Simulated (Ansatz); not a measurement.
# CH₉AlSSi₂: how energies converge with the basis set

Aim: see how fast density functionals converge with the basis set for CH₉AlSSi₂.

Method: one geometry, several basis sets; program: Ansatz 0.2.0, Gaussian basis.

Plan: PBE0-D4/def2-SVP; ωB97M-V/def2-SVP; PBE0-D4/def2-QZVPP; ωB97M-V/def2-QZVPP; the functionals' def2-TZVPP values are taken from earlier runs.

### Step 1. Structure used throughout

All runs share one geometry, relaxed beforehand with PBE0-D4/def2-TZVP.

SMILES `C[SiH](S)[SiH2][AlH2]`, 14 atoms, charge 0, spin multiplicity 1.

Atoms are counted from 1 here; the program's logs count them from 0.

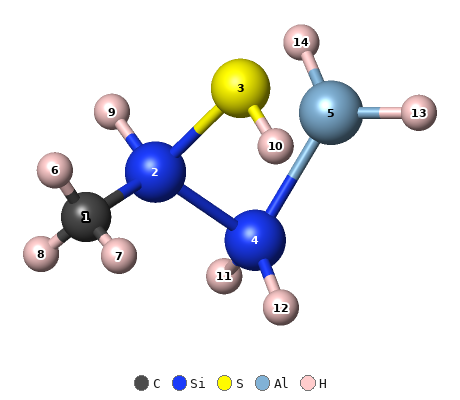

The structure; carbon dark grey, silicon blue, sulfur yellow, aluminium light blue, hydrogen pink; atoms are numbered from 1 in the order of the file.

Coordinates:

```xyz
14

C    -2.2326    0.6641    0.6809
Si   -0.7419    0.2452   -0.3639
S     0.9297    1.6288    0.1899
Si    0.5358   -1.6989   -0.2222
Al    2.4254   -0.1829   -0.7245
H    -2.5079    1.7157    0.5772
H    -2.0451    0.4479    1.7345
H    -3.0790    0.0508    0.3587
H    -0.9484    0.6959   -1.7675
H     1.0321    1.1868    1.4572
H     0.0051   -2.7917   -1.0852
H     0.4171   -2.1331    1.2044
H     3.6909   -0.1277    0.2376
H     2.5058    0.2698   -2.2483
```

### Step 2. PBE0-D4 in def2-SVP

Input file in.yaml:

```yaml
crystal:
  periodic: [false, false, false]
  atoms:
    - {symbol: C, position_ang: [-2.232643, 0.664117, 0.680875]}
    - {symbol: Si, position_ang: [-0.741888, 0.245240, -0.363898]}
    - {symbol: S, position_ang: [0.929665, 1.628780, 0.189907]}
    - {symbol: Si, position_ang: [0.535783, -1.698884, -0.222173]}
    - {symbol: Al, position_ang: [2.425352, -0.182865, -0.724491]}
    - {symbol: H, position_ang: [-2.507908, 1.715673, 0.577173]}
    - {symbol: H, position_ang: [-2.045059, 0.447926, 1.734483]}
    - {symbol: H, position_ang: [-3.078972, 0.050803, 0.358684]}
    - {symbol: H, position_ang: [-0.948372, 0.695913, -1.767467]}
    - {symbol: H, position_ang: [1.032060, 1.186798, 1.457230]}
    - {symbol: H, position_ang: [0.005141, -2.791695, -1.085196]}
    - {symbol: H, position_ang: [0.417140, -2.133067, 1.204370]}
    - {symbol: H, position_ang: [3.690863, -0.127666, 0.237646]}
    - {symbol: H, position_ang: [2.505839, 0.269826, -2.248342]}
basis:
  gaussian: {orbitals: def2-SVP}
hamiltonian: {xc: pbe0, dispersion: d4}
output: {orbitals: {seedname: orbitals}}
```

Run with:

```
$ ansatz run in.yaml --threads 4 --pin off --events-out ev --progress --plain --max-ram 10444MiB
```

After this run come: ωB97M-V in def2-SVP; PBE0-D4 in def2-QZVPP; ωB97M-V in def2-QZVPP.

Q: Predict the results of all the runs planned. Wanted: PBE0-D4: double and triple zeta above quadruple; ωB97M-V: double and triple zeta above quadruple.

The runs gave:

```
                                       quantity           value
PBE0-D4: double and triple zeta above quadruple  13.94, 1.11 eV
ωB97M-V: double and triple zeta above quadruple  13.99, 1.07 eV
```

For PBE0-D4 the step from double to triple zeta gains 12.83 eV and the next only 1.11 eV. These are total energies; as a rule much of such shifts cancels in differences, which this series doesn't test. The LUMO of ωB97M-V is positive and keeps falling with the basis (1.17 to 0.64 eV): an unbound level that the basis holds in place.
